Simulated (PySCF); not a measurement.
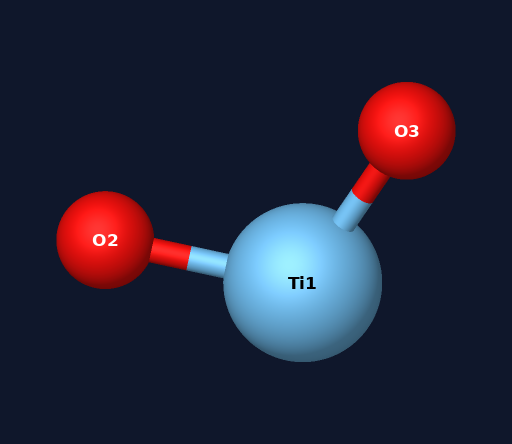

Charge 0, singlet. The computed structure is the end point of a PBE0-D3(BJ)/def2-SVP optimisation. No frequency run is at hand to confirm it as a minimum. Method: delta-SCF UKS SCAN, pcX-2 on the ionised atom (unc-x2c-TZVPall on a metal), pcseg-1 elsewhere, spin-free X2C (PySCF 2.14.0).

Give the core-electron binding energies (to vacuum; p and d levels without spin–orbit splitting) of Ti1 2p, O2 1s.

```
atom  level  binding energy (eV)
 Ti1     2p                464.6
  O2     1s                536.2
```
